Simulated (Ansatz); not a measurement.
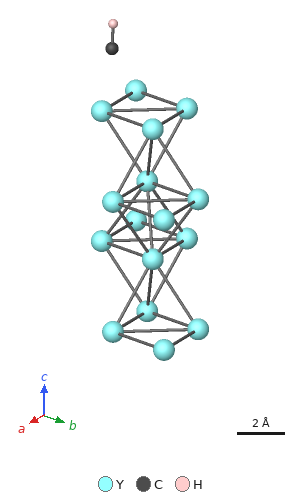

Starting frame of a dynamics run of CH on Y(0001) (18 atoms in the cell). A ball-and-stick model of the simulation cell, with the vacuum cut short, seen slightly off an axis. Bonds to atoms that aren't drawn are left out.

All numbers below come from DFT PBE, scalar-relativistic, plane waves, PAW (Ansatz).

Input
```yaml
accuracy: low
crystal:
  lattice:
    - [7.3, 0.0, 0.0]
    - [3.65, 6.321985, 0.0]
    - [0.0, 0.0, 23.601225]
  atoms:
    - { symbol: "Y", position: [-0.1666667, 0.3333333, 0.0423707] }
    - { symbol: "Y", position: [0.3333333, 0.3333333, 0.0423707] }
    - { symbol: "Y", position: [-0.1666667, 0.8333333, 0.0423707] }
    - { symbol: "Y", position: [0.3333333, 0.8333333, 0.0423707] }
    - { symbol: "Y", position: [0.0, 0.0, 0.1638506] }
    - { symbol: "Y", position: [0.5, 0.0, 0.1638506] }
    - { symbol: "Y", position: [0.0, 0.5, 0.1638506] }
    - { symbol: "Y", position: [0.5, 0.5, 0.1638506] }
    - { symbol: "Y", position: [-0.1666667, 0.3333333, 0.2853305] }
    - { symbol: "Y", position: [0.3333333, 0.3333333, 0.2853305] }
    - { symbol: "Y", position: [-0.1666667, 0.8333333, 0.2853305] }
    - { symbol: "Y", position: [0.3333333, 0.8333333, 0.2853305] }
    - { symbol: "Y", position: [0.0, 0.0, 0.4068105] }
    - { symbol: "Y", position: [0.5, 0.0, 0.4068105] }
    - { symbol: "Y", position: [0.0, 0.5, 0.4068105] }
    - { symbol: "Y", position: [0.5, 0.5, 0.4068105] }
    - { symbol: C, position: [0.8396707, 0.3281907, 0.572168] }
    - { symbol: H, position: [0.8354895, 0.3360952, 0.6187758] }
basis:
  ecutwfc: 420.0
kpoints:
  mp_grid: { grid: [3, 3, 1] }
hamiltonian:
  xc: pbe
scf:
  occupations: { method: fermi_dirac, width: 0.05 }
  lower_state_search: "off"
md:
  timestep: 0.75
  n_steps: 500
  ensemble: nve
  initial_velocities: zero
  seed: 648710
  initial_site_velocities:
    - { site: 16, velocity: [0.0, 0.0, -0.047152] }
    - { site: 17, velocity: [0.0, 0.0, -0.047152] }
  constraints: [{ sites: [0, 1, 2, 3] }]
```

Command:
```bash
ansatz run input.yaml --threads 4 --pin off --max-ram 10240MiB --backend cpu --events-out ev --progress --plain --runs-dir out
```

### What does the trajectory do?

Over the second half the temperature averages 2089 K (spread ±628 K). It is well above the start because potential energy is released as heat. The potential energy in the second half lies on average 127 meV per atom below the first frame. Root-mean-square distances from the starting positions over the second half, with the common drift of all atoms taken out: H 5.67 Å, C 5.59 Å, Y 0.38 Å. Against the typical shortest distance between atoms in the first frame, about 3.6 Å, the C and H atoms wander away from their sites and keep going, while the Y atoms only vibrate. 2 of the 14 free atoms end more than three quarters of that spacing from the start.

Along the run (each row but the first and the last is the mean over the interval that it begins):

| time (fs) | potential energy (meV/atom) | T (K) |
| --- | --- | --- |
| 0.0 | 0.0 | 829 |
| 62.2 | -196.6 | 2784 |
| 124.5 | -40.5 | 1231 |
| 186.8 | -99.8 | 1821 |
| 249.0 | -193.2 | 2750 |
| 311.2 | -86.0 | 1684 |
| 373.5 | -145.2 | 2272 |

The paths of the atoms:

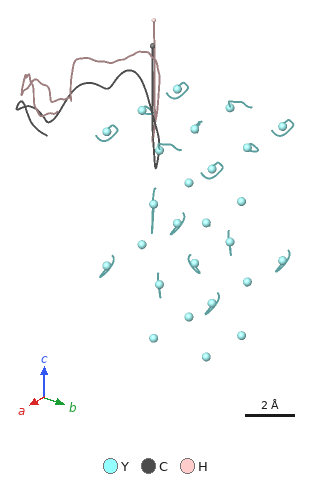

Limits of the set-up: the program's low-accuracy preset was used; the periodic images lie only 7.3 Å apart, so the values are limited by the cell's size.

The run took 29 min on 4 threads of AMD EPYC 9R45 96-Core Processor (Zen 5) (shared host), peak memory 2.9 GiB.
